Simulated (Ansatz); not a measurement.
# CH2MgP (charge −1): what the fields show

Input file:

```
crystal:
  periodic: [false, false, false]
  atoms:
    - {symbol: C, position_ang: [0.698839, 0.396837, 0.807133]}
    - {symbol: Mg, position_ang: [-2.082024, -0.618847, -0.207797]}
    - {symbol: P, position_ang: [0.527780, 0.020277, -0.830487]}
    - {symbol: H, position_ang: [1.640504, 0.759098, 1.248128]}
    - {symbol: H, position_ang: [-0.106118, 0.313267, 1.563613]}
basis:
  gaussian: {orbitals: def2-TZVPD}
total_charge: -1
output: {forces: true, orbitals: {seedname: orbitals}}
hamiltonian: {xc: pbe0}
```

Launched as:

```sh
ansatz run input.yaml --threads 1 --pin off --max-ram 2610MiB --events-out events.jsonl --progress --plain --runs-dir runs
```

Geometry: B3LYP-D3(BJ)/def2-SVPD; the highest occupied orbital lies above zero, a sign that basis and functional describe the outermost electron poorly.

Computed with Ansatz, isolated molecule in a Gaussian basis; Kohn-Sham density functional theory, functional PBE0.

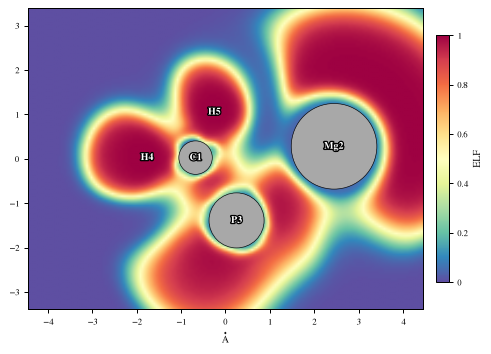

Figure 1. ELF on the molecular plane. Grey discs cover the atomic cores.

Q: Describe what can be read from this map.

A: The section cuts through C, Mg, P and H sites. C–P (1.69 Å): the ELF peaks at about 0.90 between the atoms, as expected for localised, covalent bonding. Mg–P (2.76 Å): the ELF peaks at about 0.95 in the valence shell of P, 1.1 Å from its nucleus, and is about 0.90 at the midpoint. C–H (1.10 Å): the ELF climbs to about 1 towards the hydrogen, as it does in any bond to H; a covalent bond by its length.

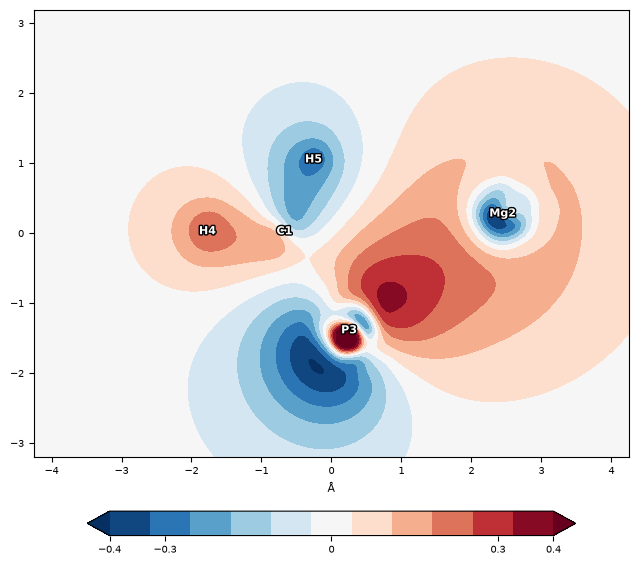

Figure 2. The HOMO−1 on the molecular plane (values in Å⁻³ᐟ²; the overall sign is arbitrary).

Q: What is the character of this orbital?

A: It lies mainly on P3 (about 50 %) and Mg2 (about 40 %); it is symmetric in the molecular plane (an in-plane orbital: σ, lone-pair or in-plane π type). Its energy is −1.60 eV.
